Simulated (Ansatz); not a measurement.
# C₂H₄NSi radical: one molecule under many settings

Aim: run C₂H₄NSi radical under a spread of inputs, and see what each costs and gives.

Computed with Ansatz 0.2.0, Gaussian basis. Level: the settings change from run to run.

### Step 1. The molecule

An earlier PBE0-D4 in a triple-zeta def2 set relaxation fixed the geometry.

SMILES `C[SiH]C#N`, 8 atoms, charge 0, spin multiplicity 2.

Atoms are counted from 1 here; the program's logs count them from 0.

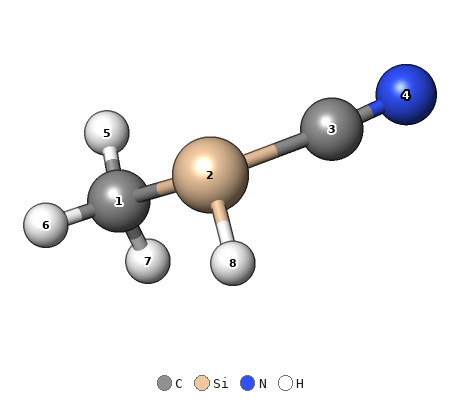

The structure; carbon grey, silicon light orange, nitrogen blue, hydrogen white; atoms are numbered from 1 in the order of the file.

### Step 2. wB97M-V/cc-pVDZ

Options: charge -1, multiplicity 1, atoms shaken by 0.08 Å.

Input file in.yaml:

```yaml
crystal:
  periodic: [false, false, false]
  atoms:
    - {symbol: C, position_ang: [-0.605782, 0.935690, -0.463260]}
    - {symbol: Si, position_ang: [0.216273, -0.258989, 0.963156]}
    - {symbol: C, position_ang: [1.466563, -1.260789, 0.152636]}
    - {symbol: N, position_ang: [2.476722, -1.812285, -0.227059]}
    - {symbol: H, position_ang: [0.101329, 1.673531, -0.565122]}
    - {symbol: H, position_ang: [-1.420505, 1.514722, 0.109356]}
    - {symbol: H, position_ang: [-1.133538, 0.400071, -1.270107]}
    - {symbol: H, position_ang: [-0.920329, -1.247079, 1.331765]}
basis:
  gaussian: {orbitals: cc-pVDZ}
total_charge: -1
hamiltonian: {xc: {name: wB97M-V}}
```

Started as:

```bash
$ ansatz run in.yaml --threads 2 --pin off --events-out ev --progress --plain --max-ram 20480MiB --backend cpu
```

The log of the run (excerpt; [...] marks lines left out):

```text
Functional definition: wB97M-V
  name "wB97M-V"
  cite "Mardirossian & Head-Gordon, J. Chem. Phys. 144, 214110 (2016) doi:10.1063/1.4952647"
  cite "Becke, J. Chem. Phys. 107, 8554 (1997) doi:10.1063/1.475007"
  cite "Vydrov & Van Voorhis, J. Chem. Phys. 133, 244103 (2010) doi:10.1063/1.3521275"
  # Of w^i u^j: cxij and so on, Table III.
[...]
  gx(w, u) = 1 - cx + cx01*u + cx10*w
  gss(w, u) = css00 + css04*u^4 + css10*w + css20*w^2 + css43*w^4*u^3
  gos(w, u) = cos00 + cos10*w + (cos20 + cos21*u)*w^2 + (cos60 + cos61*u)*w^6
[...]
      + integral(e_c_pw_mod_opposite_spin*gos(b97_w_opposite, b97_u_opposite)) + vv10(b, c)
757 factors; integrals over basis functions are off by at most 9.2e-4 eV
251 factors; integrals over basis functions are off by at most 8.2e-6 eV
[...]
mean field -11504.25940617 eV, -422.7737353097 hartree, gradient 5.7e-5 eV, S^2 0.000000; 0 other end points of the search recorded, 0 dependent functions left out
reference -11504.25944230 eV, -422.7737366375 hartree; 19, 19 occupied and 61, 61 virtual orbitals, 757 factors
Total energy: -11504.25944230 eV, -422.7737366375 hartree
```

Wall time 3.3 s (2 threads of AMD EPYC 7R13, shared host).

### Step 3. PBE0-DH/def2-SVPD

Options: high accuracy.

Input file in.yaml:

```yaml
crystal:
  periodic: [false, false, false]
  atoms:
    - {symbol: C, position_ang: [-0.643027, 0.918637, -0.357917]}
    - {symbol: Si, position_ang: [0.065082, -0.284541, 0.876527]}
    - {symbol: C, position_ang: [1.492298, -1.183551, 0.146478]}
    - {symbol: N, position_ang: [2.438949, -1.698541, -0.269068]}
    - {symbol: H, position_ang: [0.121526, 1.623692, -0.687981]}
    - {symbol: H, position_ang: [-1.464686, 1.480738, 0.089821]}
    - {symbol: H, position_ang: [-1.022669, 0.384143, -1.233230]}
    - {symbol: H, position_ang: [-0.895272, -1.297578, 1.379470]}
basis:
  gaussian: {orbitals: def2-SVPD}
magnetization: {spin_polarized: true, initial_magnetization: 1}
hamiltonian: {xc: {name: PBE0-DH}}
accuracy: high
```

The command is unchanged.

The log of the run (excerpt; [...] marks lines left out):

```text
Functional definition: PBE0-DH
  name "PBE0-DH"
  cite "Brémond & Adamo, J. Chem. Phys. 135, 024106 (2011) doi:10.1063/1.3604569"
  cite "Perdew, Burke & Ernzerhof, Phys. Rev. Lett. 77, 3865 (1996) doi:10.1103/PhysRevLett.77.3865"
[...]
2311 factors; integrals over basis functions are off by at most 3.3e-9 eV
[...]
mean field -11489.43967187 eV, -422.2291201193 hartree, gradient 2.9e-8 eV, S^2 0.757595; 0 other end points of the search recorded, 0 dependent functions left out
8 core orbitals not correlated: weight in the atoms' cores, before any rotation towards them, 1.000 or more for the frozen orbitals, at most 0.000 for the correlated occupied ones
reference -11489.43967402 eV, -422.2291201984 hartree; 11, 10 occupied and 97, 98 virtual orbitals, 2311 factors
second order -18.05926461 eV of doubles, -0.00000000 eV of singles
Total energy: -11491.69708210 eV, -422.3120784150 hartree
```

Run time: 11 s. Hardware: 2 threads of AMD EPYC 7R13, shared host; peak memory 0.56 GiB.

⟨S²⟩ 0.758.

### Step 4. PBE0/def2-TZVPD

Options: high accuracy.

in.yaml, as its differences from that of step 3:

```diff
@@ -12,5 +12,5 @@
 basis:
-  gaussian: {orbitals: def2-SVPD}
+  gaussian: {orbitals: def2-TZVPD}
 magnetization: {spin_polarized: true, initial_magnetization: 1}
-hamiltonian: {xc: {name: PBE0-DH}}
+hamiltonian: {xc: {name: PBE0}}
 accuracy: high
```

Launched as before.

The log of the run:

```text
Functional definition: PBE0
  name "PBE0"
  cite "Adamo & Barone, J. Chem. Phys. 110, 6158 (1999) doi:10.1063/1.478522"
  cite "Perdew, Burke & Ernzerhof, Phys. Rev. Lett. 77, 3865 (1996) doi:10.1103/PhysRevLett.77.3865"
  parent pbe
  parameter a = 0.25
  parameter kappa = 0.804
  parameter beta = 0.06672455060314922
  exchange = (1 - a)*pbe_x(kappa = kappa, mu = beta*pi^2/3) + a*exact_x
  correlation = pbe_c(beta = beta)
3071 factors; integrals over basis functions are off by at most 3.6e-9 eV
mean field evaluation 1: about -11489.6633 eV, gradient 4.5e1 eV
mean field evaluation 2: about -11468.3471 eV, gradient 7.4e1 eV
mean field evaluation 4: about -11499.0219 eV, gradient 6.3e0 eV
mean field evaluation 8: about -11499.2493 eV, gradient 2.9e-1 eV
mean field evaluation 16: about -11499.2498 eV, gradient 9.5e-4 eV
mean field -11499.24982906 eV, -422.5896367465 hartree, gradient 6.1e-8 eV, S^2 0.754619; 0 other end points of the search recorded, 0 dependent functions left out
reference -11499.24983248 eV, -422.5896368720 hartree; 19, 18 occupied and 171, 172 virtual orbitals, 3071 factors
Total energy: -11499.24983248 eV, -422.5896368720 hartree
```

Wall time 16 s (2 threads of AMD EPYC 7R13, shared host); peak memory 1.1 GiB.

⟨S²⟩ 0.755.

### Step 5. revPBE0/cc-pVTZ

Options: charge -1, multiplicity 1, D3(BJ) dispersion.

in.yaml, as its differences from that of step 4:

```diff
@@ -12,5 +12,5 @@
 basis:
-  gaussian: {orbitals: def2-TZVPD}
-magnetization: {spin_polarized: true, initial_magnetization: 1}
-hamiltonian: {xc: {name: PBE0}}
-accuracy: high
+  gaussian: {orbitals: cc-pVTZ}
+total_charge: -1
+hamiltonian: {xc: {name: revPBE0}, dispersion: d3bj}
+output: {forces: true}
```

Same command.

The log of the run (excerpt; [...] marks lines left out):

```text
Functional definition: revPBE0
  name "revPBE0"
  cite "Zhang & Yang, Phys. Rev. Lett. 80, 890 (1998) doi:10.1103/PhysRevLett.80.890"
  cite "Adamo & Barone, J. Chem. Phys. 110, 6158 (1999) doi:10.1063/1.478522"
  cite "Perdew, Burke & Ernzerhof, Phys. Rev. Lett. 77, 3865 (1996) doi:10.1103/PhysRevLett.77.3865"
[...]
1048 factors; their error is unknown
[...]
mean field -11504.97976170 eV, -422.8002078869 hartree, gradient 6.9e-5 eV, S^2 0.000000; 0 other end points of the search recorded, 0 dependent functions left out
[...]
reference -11504.97979503 eV, -422.8002091119 hartree; 19, 19 occupied and 161, 161 virtual orbitals, 1048 factors
Total energy: -11505.33800102 eV, -422.8133729394 hartree
Atom 0 at    -0.643027     0.918637    -0.357917 Å, force    -0.562173    -0.297563    -1.168853 eV/Å
Atom 1 at     0.065082    -0.284541     0.876527 Å, force     1.214595     1.000479     2.698694 eV/Å
Atom 2 at     1.492298    -1.183551     0.146478 Å, force    -1.373694     0.064656    -0.321613 eV/Å
Atom 3 at     2.438949    -1.698541    -0.269068 Å, force     1.334958    -0.570624    -0.392826 eV/Å
Atom 4 at     0.121526     1.623692    -0.687981 Å, force     0.023936    -0.000495     0.063559 eV/Å
Atom 5 at    -1.464686     1.480738     0.089821 Å, force     0.018960     0.020860     0.050285 eV/Å
Atom 6 at    -1.022669     0.384143    -1.233230 Å, force    -0.197158     0.325690    -0.351843 eV/Å
Atom 7 at    -0.895272    -1.297578     1.379470 Å, force    -0.459424    -0.543004    -0.577402 eV/Å
Dipole moment:    -0.544658     0.360727    -0.410552 e Å
```

Run time: 3.1 s. Hardware: 2 threads of AMD EPYC 7R13, shared host.

Largest force 3.124 eV/Å.

### Step 6. RPA/aug-cc-pVDZ

This run has high accuracy, the search for lower states set to full.

in.yaml, as its differences from that of step 5:

```diff
@@ -12,5 +12,7 @@
 basis:
-  gaussian: {orbitals: cc-pVTZ}
-total_charge: -1
-hamiltonian: {xc: {name: revPBE0}, dispersion: d3bj}
-output: {forces: true}
+  gaussian: {orbitals: aug-cc-pVDZ}
+magnetization: {spin_polarized: true, initial_magnetization: 1}
+hamiltonian: {xc: {name: PBE0}}
+correlation: {method: rpa}
+accuracy: high
+scf: {lower_state_search: full}
```

Same command.

The log of the run (excerpt; [...] marks lines left out):

```text
Functional definition: PBE0
  name "PBE0"
  cite "Adamo & Barone, J. Chem. Phys. 110, 6158 (1999) doi:10.1063/1.478522"
  cite "Perdew, Burke & Ernzerhof, Phys. Rev. Lett. 77, 3865 (1996) doi:10.1103/PhysRevLett.77.3865"
  parent pbe
[...]
2576 factors; integrals over basis functions are off by at most 3.5e-9 eV
[...]
mean field -11497.96890682 eV, -422.5425637225 hartree, gradient 4.2e-8 eV, S^2 0.754469; 3 other end points of the search recorded, 0 dependent functions left out
8 core orbitals not correlated: weight in the atoms' cores, before any rotation towards them, 1.000 or more for the frozen orbitals, at most 0.000 for the correlated occupied ones
reference -11467.25623831 eV, -421.4138939725 hartree; 11, 10 occupied and 113, 114 virtual orbitals, 2576 factors
Total energy: -11488.20290978 eV, -422.1836699507 hartree
```

It took 32 s on 2 threads of AMD EPYC 7R13, shared host; peak memory 0.74 GiB.

⟨S²⟩ 0.754.

### Step 7. B97M-V/aug-cc-pVTZ

Set apart from the defaults: charge +1, multiplicity 1, coordinates scaled by 0.96, density fitting with def2-universal-jkfit.

Input file in.yaml:

```yaml
crystal:
  periodic: [false, false, false]
  atoms:
    - {symbol: C, position_ang: [-0.617306, 0.881892, -0.343600]}
    - {symbol: Si, position_ang: [0.062478, -0.273159, 0.841466]}
    - {symbol: C, position_ang: [1.432606, -1.136209, 0.140619]}
    - {symbol: N, position_ang: [2.341391, -1.630599, -0.258306]}
    - {symbol: H, position_ang: [0.116665, 1.558744, -0.660462]}
    - {symbol: H, position_ang: [-1.406098, 1.421508, 0.086228]}
    - {symbol: H, position_ang: [-0.981763, 0.368777, -1.183901]}
    - {symbol: H, position_ang: [-0.859461, -1.245675, 1.324291]}
basis:
  gaussian: {orbitals: aug-cc-pVTZ, fitting: {mean_field: def2-universal-jkfit}}
total_charge: 1
hamiltonian: {xc: {name: B97M-V}}
output: {forces: true}
```

Started as:

```bash
$ ansatz run in.yaml --threads 2 --pin off --events-out ev --progress --plain --max-ram 20480MiB --backend cuda --devices 0, --max-vram 18GiB
```

The log of the run (excerpt; [...] marks lines left out):

```text
Functional definition: B97M-V
  name "B97M-V"
  cite "Mardirossian & Head-Gordon, J. Chem. Phys. 142, 074111 (2015) doi:10.1063/1.4907719"
  cite "Becke, J. Chem. Phys. 107, 8554 (1997) doi:10.1063/1.475007"
  cite "Vydrov & Van Voorhis, J. Chem. Phys. 133, 244103 (2010) doi:10.1063/1.3521275"
  # Of w^i u^j: cxij and so on, Table III.
[...]
  gx(w, u) = cx00 + cx01*u + cx02*u^2 + (cx10 + cx11*u)*w
  gss(w, u) = css00 + css02*u^2 + css10*w + (css32*w^3 + css42*w^4)*u^2
  gos(w, u) = cos00 + cos01*u + cos03*u^3 + cos10*w + cos32*w^3*u^2
[...]
      + integral(e_c_pw_mod_opposite_spin*gos(b97_w_opposite, b97_u_opposite)) + vv10(b, c)
427 factors; integrals over basis functions are off by at most 1.0e0 eV
[...]
mean field -11495.78937208 eV, -422.4624672981 hartree, gradient 1.9e-5 eV, S^2 0.000000; 0 other end points of the search recorded, 0 dependent functions left out
[...]
reference -11495.78944577 eV, -422.4624700063 hartree; 18, 18 occupied and 262, 262 virtual orbitals, 427 factors
Total energy: -11495.78944577 eV, -422.4624700063 hartree
Atom 0 at    -0.617306     0.881892    -0.343600 Å, force     0.651297     1.189425     1.720452 eV/Å
Atom 1 at     0.062478    -0.273159     0.841466 Å, force    -0.900456    -1.256538    -2.391364 eV/Å
Atom 2 at     1.432606    -1.136209     0.140619 Å, force    -4.266137     3.089841     3.091010 eV/Å
Atom 3 at     2.341391    -1.630599    -0.258306 Å, force     5.572433    -3.172378    -2.637754 eV/Å
Atom 4 at     0.116665     1.558744    -0.660462 Å, force     0.916137     1.025738    -0.631314 eV/Å
Atom 5 at    -1.406098     1.421508     0.086228 Å, force    -1.157187     0.830045     0.409236 eV/Å
Atom 6 at    -0.981763     0.368777    -1.183901 Å, force    -0.378589    -1.346654    -1.058684 eV/Å
Atom 7 at    -0.859461    -1.245675     1.324291 Å, force    -0.437498    -0.359478     1.498417 eV/Å
Dipole moment:    -0.750079     0.612097     0.527871 e Å
```

Wall time 3.2 s (1 × H100 (card shared with other runs) with 2 threads of AMD EPYC 7R13, shared host); peak host memory 0.82 GiB.

Largest force 6.934 eV/Å.

### Step 8. wB97X-V/def2-mTZVPP

Input file in.yaml:

```yaml
crystal:
  periodic: [false, false, false]
  atoms:
    - {symbol: C, position_ang: [-0.643027, 0.918637, -0.357917]}
    - {symbol: Si, position_ang: [0.065082, -0.284541, 0.876527]}
    - {symbol: C, position_ang: [1.492298, -1.183551, 0.146478]}
    - {symbol: N, position_ang: [2.438949, -1.698541, -0.269068]}
    - {symbol: H, position_ang: [0.121526, 1.623692, -0.687981]}
    - {symbol: H, position_ang: [-1.464686, 1.480738, 0.089821]}
    - {symbol: H, position_ang: [-1.022669, 0.384143, -1.233230]}
    - {symbol: H, position_ang: [-0.895272, -1.297578, 1.379470]}
basis:
  gaussian: {orbitals: def2-mTZVPP}
magnetization: {spin_polarized: true, initial_magnetization: 1}
hamiltonian: {xc: {name: wB97X-V}}
output: {forces: true}
```

Started as:

```bash
$ ansatz run in.yaml --threads 2 --pin off --events-out ev --progress --plain --max-ram 20480MiB --backend cpu
```

The log of the run (excerpt; [...] marks lines left out):

```text
Functional definition: wB97X-V
  name "wB97X-V"
  cite "Mardirossian & Head-Gordon, Phys. Chem. Chem. Phys. 16, 9904 (2014) doi:10.1039/C3CP54374A"
  cite "Becke, J. Chem. Phys. 107, 8554 (1997) doi:10.1063/1.475007"
  cite "Vydrov & Van Voorhis, J. Chem. Phys. 133, 244103 (2010) doi:10.1063/1.3521275"
[...]
      + integral(e_c_pw_opposite_spin*poly(b97_u_opposite, cos0, cos1)) + vv10(b, c)
1010 factors; integrals over basis functions are off by at most 1.1e-3 eV
278 factors; integrals over basis functions are off by at most 1.3e-5 eV
[...]
mean field -11504.20875039 eV, -422.7718737440 hartree, gradient 5.6e-5 eV, S^2 0.753993; 0 other end points of the search recorded, 0 dependent functions left out
[...]
reference -11504.20874937 eV, -422.7718737066 hartree; 19, 18 occupied and 90, 91 virtual orbitals, 1010 factors
Total energy: -11504.20874937 eV, -422.7718737066 hartree
Atom 0 at    -0.643027     0.918637    -0.357917 Å, force    -0.010510     0.008671    -0.040238 eV/Å
Atom 1 at     0.065082    -0.284541     0.876527 Å, force    -0.218792     0.041055     0.320673 eV/Å
Atom 2 at     1.492298    -1.183551     0.146478 Å, force     0.292229    -0.178499    -0.168562 eV/Å
Atom 3 at     2.438949    -1.698541    -0.269068 Å, force    -0.035517     0.013800     0.013857 eV/Å
Atom 4 at     0.121526     1.623692    -0.687981 Å, force     0.034694     0.060553    -0.039816 eV/Å
Atom 5 at    -1.464686     1.480738     0.089821 Å, force    -0.057241     0.050288     0.008987 eV/Å
Atom 6 at    -1.022669     0.384143    -1.233230 Å, force    -0.028900    -0.015340    -0.064160 eV/Å
Atom 7 at    -0.895272    -1.297578     1.379470 Å, force     0.024036     0.019471    -0.030741 eV/Å
Dipole moment:    -0.693369     0.474032     0.132866 e Å
```

Wall time 7.5 s (2 threads of AMD EPYC 7R13, shared host); peak memory 0.41 GiB.

Largest force 0.390 eV/Å, dipole 4.08 D, ⟨S²⟩ 0.754.

### Step 9. CCSD/cc-pVTZ-DK

This run has charge -1, multiplicity 1, coordinates scaled by 1.25, finite nuclei.

Input file in.yaml:

```yaml
crystal:
  periodic: [false, false, false]
  atoms:
    - {symbol: C, position_ang: [-0.803784, 1.148296, -0.447396]}
    - {symbol: Si, position_ang: [0.081352, -0.355676, 1.095659]}
    - {symbol: C, position_ang: [1.865372, -1.479439, 0.183097]}
    - {symbol: N, position_ang: [3.048686, -2.123176, -0.336336]}
    - {symbol: H, position_ang: [0.151908, 2.029615, -0.859977]}
    - {symbol: H, position_ang: [-1.830857, 1.850922, 0.112276]}
    - {symbol: H, position_ang: [-1.278337, 0.480179, -1.541537]}
    - {symbol: H, position_ang: [-1.119090, -1.621973, 1.724337]}
basis:
  gaussian: {orbitals: cc-pVTZ-DK, nuclear_model: gaussian}
total_charge: -1
hamiltonian: {xc: {name: HF}}
correlation: {method: ccsd}
```

Started as:

```bash
$ ansatz run in.yaml --threads 2 --pin off --events-out ev --progress --plain --max-ram 20480MiB --backend cuda --devices 0, --max-vram 18GiB
```

The log of the run (excerpt; [...] marks lines left out):

```text
Functional definition: HF
  name "HF"
  cite "Fock, Z. Phys. 61, 126 (1930) doi:10.1007/BF01340294"
  parent pbe
[...]
1043 factors; integrals over basis functions are off by at most 8.3e-4 eV
[...]
mean field -11479.19313215 eV, -421.8525667301 hartree, gradient 2.9e-6 eV, S^2 0.000000; 2 other end points of the search recorded, 0 dependent functions left out; unrestricted orbitals would lower it
[...]
unrestricted determinant -11480.28293008 eV, -421.8926160652 hartree, S^2 1.2497
8 core orbitals not correlated: weight in the atoms' cores, before any rotation towards them, 1.000 or more for the frozen orbitals, at most 0.000 for the correlated occupied ones
reference -11479.19313215 eV, -421.8525667301 hartree; 11, 11 occupied and 161, 161 virtual orbitals, 1043 factors
second order -19.59131090 eV of doubles, -0.00000000 eV of singles
cycle   1  -18.44028626 eV  change     1.2e0 eV  update   2.1e-1
[...]
cycle  12  -19.89560032 eV  change   -2.0e-5 eV  update   1.7e-5
WARN: the results are in doubt because among natural orbitals full CI differs from the method by -0.081 eV
Total energy: -11499.08873247 eV, -422.5837165560 hartree
Relativity: scalar
In doubt: among natural orbitals full CI differs from the method by -0.081 eV
```

It took 10 s on 1 × H100 (card shared with other runs) with 2 threads of AMD EPYC 7R13, shared host; peak host memory 0.81 GiB.

T1 0.023. The log holds a warning on this run.

### Step 10. wB97X/def2-mTZVP

This run has relativity set to scalar, the search for lower states set to light.

Input file in.yaml:

```yaml
crystal:
  periodic: [false, false, false]
  atoms:
    - {symbol: C, position_ang: [-0.643027, 0.918637, -0.357917]}
    - {symbol: Si, position_ang: [0.065082, -0.284541, 0.876527]}
    - {symbol: C, position_ang: [1.492298, -1.183551, 0.146478]}
    - {symbol: N, position_ang: [2.438949, -1.698541, -0.269068]}
    - {symbol: H, position_ang: [0.121526, 1.623692, -0.687981]}
    - {symbol: H, position_ang: [-1.464686, 1.480738, 0.089821]}
    - {symbol: H, position_ang: [-1.022669, 0.384143, -1.233230]}
    - {symbol: H, position_ang: [-0.895272, -1.297578, 1.379470]}
basis:
  gaussian: {orbitals: def2-mTZVP}
magnetization: {spin_polarized: true, initial_magnetization: 1}
hamiltonian: {xc: {name: wB97X}, pseudopotentials: {relativity: scalar}}
scf: {lower_state_search: light}
output: {forces: true}
```

Started as:

```bash
$ ansatz run in.yaml --threads 2 --pin off --events-out ev --progress --plain --max-ram 20480MiB --backend cpu
```

The log of the run (excerpt; [...] marks lines left out):

```text
Functional definition: wB97X
  name "wB97X"
  cite "Chai & Head-Gordon, J. Chem. Phys. 128, 084106 (2008) doi:10.1063/1.2834918"
  cite "Becke, J. Chem. Phys. 107, 8554 (1997) doi:10.1063/1.475007"
[...]
  # The coefficients of nought are those of the uniform gas.
[...]
      + exact_x_lr(omega)
[...]
      + integral(e_c_pw_opposite_spin*poly(b97_u_opposite, 1, cos1, cos2, cos3, cos4))
832 factors; integrals over basis functions are off by at most 1.1e-3 eV
246 factors; integrals over basis functions are off by at most 7.0e-6 eV
[...]
mean field -11521.58607452 eV, -423.4104786272 hartree, gradient 8.0e-5 eV, S^2 0.754459; 0 other end points of the search recorded, 0 dependent functions left out
[...]
reference -11521.58604771 eV, -423.4104776416 hartree; 19, 18 occupied and 72, 73 virtual orbitals, 832 factors
Total energy: -11521.58604771 eV, -423.4104776416 hartree
Relativity: scalar
Atom 0 at    -0.643027     0.918637    -0.357917 Å, force    -0.000277    -0.000242    -0.012087 eV/Å
Atom 1 at     0.065082    -0.284541     0.876527 Å, force    -0.175868     0.002456     0.218138 eV/Å
Atom 2 at     1.492298    -1.183551     0.146478 Å, force     0.265791    -0.153485    -0.139150 eV/Å
Atom 3 at     2.438949    -1.698541    -0.269068 Å, force    -0.097616     0.042261     0.041404 eV/Å
Atom 4 at     0.121526     1.623692    -0.687981 Å, force    -0.076589    -0.002956    -0.018186 eV/Å
Atom 5 at    -1.464686     1.480738     0.089821 Å, force     0.033106     0.004582    -0.071917 eV/Å
Atom 6 at    -1.022669     0.384143    -1.233230 Å, force     0.002184     0.067112     0.020710 eV/Å
Atom 7 at    -0.895272    -1.297578     1.379470 Å, force     0.049269     0.040271    -0.038912 eV/Å
Dipole moment:    -0.677870     0.483818     0.150251 e Å
```

Wall time 5.5 s (2 threads of AMD EPYC 7R13, shared host).

Largest force 0.337 eV/Å, dipole 4.06 D, ⟨S²⟩ 0.754.

### Step 11. All runs side by side

```tsv
level	charge	multiplicity	geometry	functions	energy (eV)	time
wB97M-V/cc-pVDZ	-1	1	shaken	80	-11504.259	3.3 s
PBE0-DH/def2-SVPD	0	2	relaxed	116	-11491.697	11 s
PBE0/def2-TZVPD	0	2	relaxed	190	-11499.250	16 s
revPBE0/cc-pVTZ	-1	1	relaxed	180	-11505.338	3.1 s
RPA/aug-cc-pVDZ	0	2	relaxed	132	-11488.203	32 s
B97M-V/aug-cc-pVTZ	1	1	scaled	280	-11495.789	3.2 s
wB97X-V/def2-mTZVPP	0	2	relaxed	109	-11504.209	7.5 s
CCSD/cc-pVTZ-DK	-1	1	scaled	180	-11499.089	10 s
wB97X/def2-mTZVP	0	2	relaxed	91	-11521.586	5.5 s
```

### Step 12. Summary of results

| quantity | value |
| --- | --- |
| runs | 9 |
| quickest | revPBE0/cc-pVTZ, 3.1 s |
| slowest | RPA/aug-cc-pVDZ, 32 s |
| spread of total energies, same state and geometry | 33.4 eV |
| dipole, same state and geometry | 4.06 to 4.08 D |

RPA/aug-cc-pVDZ took 10 times as long as revPBE0/cc-pVTZ. The jobs differ in tasks and options as well as level. The totals spread over 33 eV; they can't be compared across methods or bases. Some of these runs are scalar-relativistic and others not, which shifts the totals of all-electron atoms past neon by eV; core potentials, where a basis has them, take the core out of the total altogether. At the PBE0-D4/def2-TZVP geometry and in the same state, runs without warnings or point charges leave forces up to 0.39 eV/Å (wB97X-V/def2-mTZVPP).
